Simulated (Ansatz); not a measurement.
Consider Zr in the hcp (Mg type) structure (space group P6_3/mmc, No. 194; a = 3.182 Å, c = 5.124 Å; relaxed with 0.1 eV smearing). Axes: x lies along a and z along c of the hexagonal cell.

Structures relaxed with Kohn–Sham DFT with the PBEsol functional, run in Ansatz (a program for electronic structure) with PAW and 420 eV plane waves, no spin-orbit coupling.

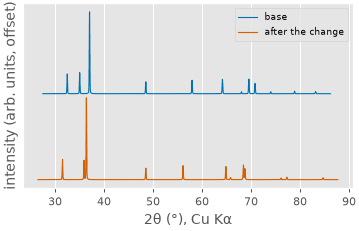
Figure: Simulated powder patterns before (top) and after one change

Question: Name the change that was made.
A) biaxial strain +3.00 %, plane normal [001], relaxed out of plane
B) biaxial strain +0.50 %, plane normal [001], relaxed out of plane
C) biaxial strain −0.50 %, plane normal [001], relaxed out of plane
D) biaxial strain −3.00 %, plane normal [001], relaxed out of plane

Answer: A, biaxial strain +3.00 %, plane normal [001], relaxed out of plane. Its volume per atom is 23.27 Å³ against 22.47 Å³, and its space group is P6_3/mmc (No. 194).

Whether these cells are dynamically stable was not tested. The final runs are not spin-polarised.
